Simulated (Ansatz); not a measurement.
# Calculations on CH₅BOSi

Part 1: Relaxation

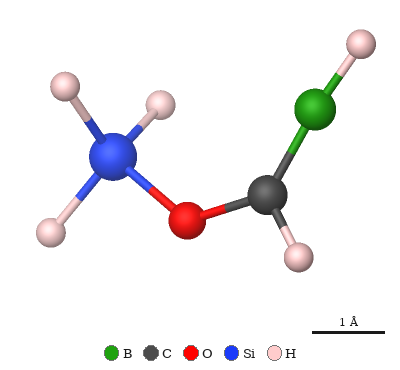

CH5BOSi, before the relaxation. A ball-and-stick model, seen at a tilt.

The run prepares an end point of a later path (torsion) calculation, from a guessed geometry.

Theory: RKS r2SCAN/6-31G in Ansatz 0.2.0.

The input:
```yaml
crystal:
  periodic: [false, false, false]
  atoms:
    - { symbol: B, position_ang: [-0.06463, 1.75343, -0.8336] }
    - { symbol: C, position_ang: [0.84368, 0.95899, -0.14567] }
    - { symbol: O, position_ang: [0.78482, -0.3009, 0.38969] }
    - { symbol: Si, position_ang: [-0.44004, -1.35114, 0.46954] }
    - { symbol: H, position_ang: [-0.71127, 2.50011, -1.41203] }
    - { symbol: H, position_ang: [1.83546, 1.39075, 0.01959] }
    - { symbol: H, position_ang: [0.26183, -2.44837, 1.11707] }
    - { symbol: H, position_ang: [-0.95392, -1.68395, -0.86388] }
    - { symbol: H, position_ang: [-1.55593, -0.81892, 1.25931] }
basis:
  gaussian: { orbitals: "6-31G" }
hamiltonian:
  xc: r2scan
relax:
  f_tol: 0.015
  max_steps: 40
```

Launched with:
```bash
ansatz run input.yaml --threads 1 --pin off --max-ram 2048MiB --backend cpu --events-out ev --progress --plain --runs-dir out
```

### What does the optimiser find from here?

After 7 accepted moves (9 points after the start) the energy has fallen by 8.80 kcal/mol. Largest force component: 2.8 eV/Å at the start, 0.011 eV/Å at the end. The line search rejected the trial steps at points 3, 8 of the run. H7 moves most after the best rigid fit: 0.28 Å. Largest moves by element: H 0.28 Å, O 0.21 Å, B 0.09 Å, C 0.08 Å, Si 0.02 Å. Some distances before and after: O3–Si4 1.615 → 1.752 Å, Si4–H8 1.467 → 1.508 Å, Si4–H7 1.455 → 1.492 Å, C2–O3 1.370 → 1.405 Å. Bond angles that change, for instance: C2–O3–Si4 130.5° → 120.6°, O3–Si4–H7 98.4° → 105.5°, O3–Si4–H8 111.6° → 109.5°.

The structure at the end:

```xyz
9

B    -0.0979    1.6811   -0.8032
C     0.9215    0.9798   -0.1345
O     0.9860   -0.2943    0.4545
Si   -0.4186   -1.3409    0.4699
H    -0.8845    2.3436   -1.3721
H     1.8800    1.4974   -0.0324
H     0.0317   -2.6016    1.1280
H    -0.8805   -1.5831   -0.9452
H    -1.5377   -0.6820    1.2348
```

The end point in the same view:

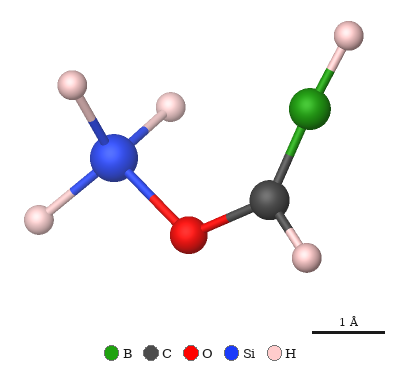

Part 2: Relaxation

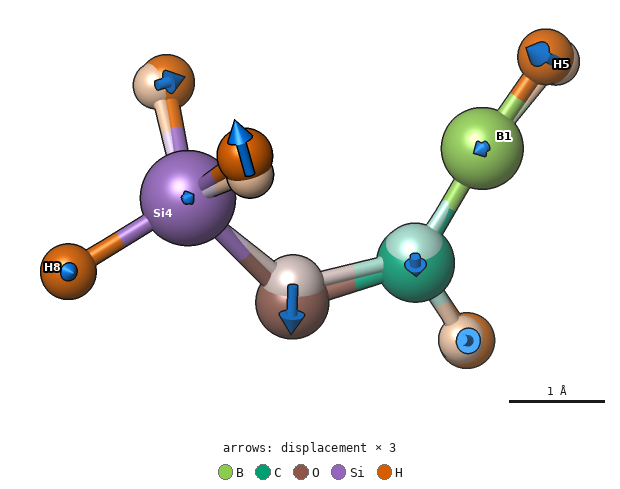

A relaxation of CH5BOSi. The starting structure is drawn faded, the final one solid; blue arrows show the displacements, magnified 3 times. The two geometries are superimposed by the best rigid fit.

The picture is a ball-and-stick view, seen at a tilt.

The run prepares an end point of a later path (torsion) calculation, from a guessed geometry.

The calculation used RKS r2SCAN/6-31G in Ansatz 0.2.0. Set-up: no spin polarisation; force threshold 0.015 eV/Å; at most 40 steps.

Question: What happened in the run?

Answer: The atom that moves furthest after the best rigid fit is an H atom (0.22 Å). By element the largest moves are H 0.22 Å, O 0.19 Å, C 0.10 Å, B 0.07 Å, Si 0.05 Å. Near-neighbour distances that change, for instance: O–Si 1.615 → 1.751 Å, H–Si 1.455 → 1.508 Å, C–O 1.370 → 1.405 Å, B–H 1.145 → 1.175 Å. Bond angles that change, for instance: O–Si–H 98.4° → 109.7°, C–O–Si 130.5° → 120.6°, O–Si–H 111.6° → 105.4°. The energy falls by 10.6 kcal/mol in 9 geometry steps. Largest force component: 3.5 eV/Å at the start, 0.0051 eV/Å at the end.

Part 3: Path

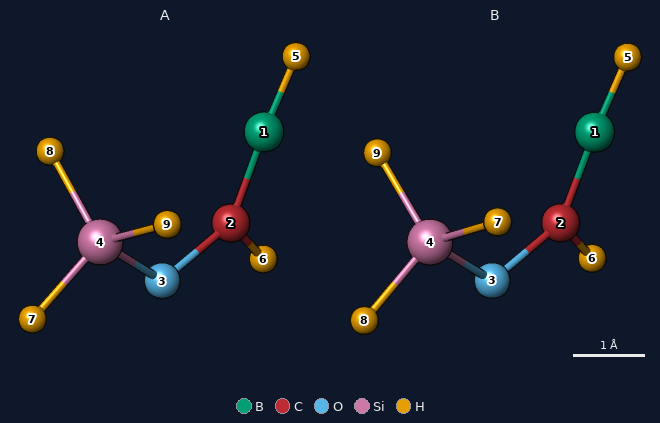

The two relaxed end points of a path for CH₅BOSi. A ball-and-stick model, seen from a free direction.

The calculation used RKS r2SCAN/6-31G in Ansatz 0.2.0.

Set-up: 9 movable images; climbing image; force threshold 0.05 eV/Å; iteration limit 41.

Start:
```xyz
9

B    -0.0988    1.6811   -0.8032
C     0.9211    0.9801   -0.1348
O     0.9863   -0.2939    0.4542
Si   -0.4179   -1.3411    0.4701
H    -0.8859    2.3433   -1.3718
H     1.8795    1.4980   -0.0331
H     0.0330   -2.6016    1.1281
H    -0.8803   -1.5834   -0.9448
H    -1.5370   -0.6825    1.2354
```

End:
```xyz
9

B    -0.0784    1.8631   -0.1159
C     0.9109    0.9082   -0.4116
O     0.9567   -0.4932   -0.3215
Si   -0.4241   -1.3954    0.2673
H    -0.8385    2.7328    0.1010
H     1.8589    1.2978   -0.7950
H    -0.7537   -0.9598    1.6725
H    -0.0131   -2.8285    0.2155
H    -1.6186   -1.1250   -0.6122
```

Predict the minimum-energy path and its barrier.

The barrier is about 1.05 kcal/mol in both directions, with image 5 at the top; the ends have the same energy. The motion is a rotation about the O3–Si4 bond by about 120°. No bond forms or breaks between the ends. Among the angles between lasting bonds that change up to the highest image: O3–Si4–H7 105.5° → 109.2°, O3–Si4–H9 109.8° → 107.5°. The band is converged. At the top, the vibrational analysis gives one imaginary mode (138i cm⁻¹), as a transition state must have.

Energies of the converged images:

```json
{"image": "0", "path (Å)": "0.00", "E (kcal/mol)": "0.00"}
{"image": "1", "path (Å)": "0.44", "E (kcal/mol)": "0.01"}
{"image": "2", "path (Å)": "0.88", "E (kcal/mol)": "0.09"}
{"image": "3", "path (Å)": "1.31", "E (kcal/mol)": "0.36"}
{"image": "4", "path (Å)": "1.75", "E (kcal/mol)": "0.80"}
{"image": "5", "path (Å)": "2.19", "E (kcal/mol)": "1.05"}
{"image": "6", "path (Å)": "2.61", "E (kcal/mol)": "0.83"}
{"image": "7", "path (Å)": "3.03", "E (kcal/mol)": "0.40"}
{"image": "8", "path (Å)": "3.45", "E (kcal/mol)": "0.11"}
{"image": "9", "path (Å)": "3.87", "E (kcal/mol)": "0.02"}
{"image": "10", "path (Å)": "4.29", "E (kcal/mol)": "0.00"}
```

The geometry at the top of the path:

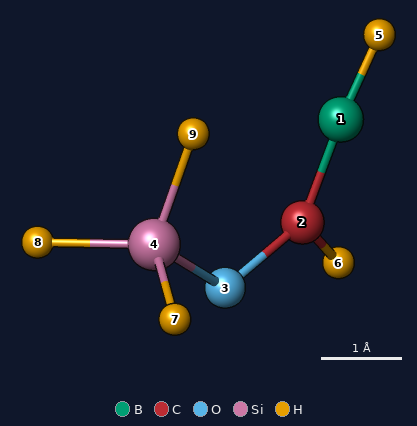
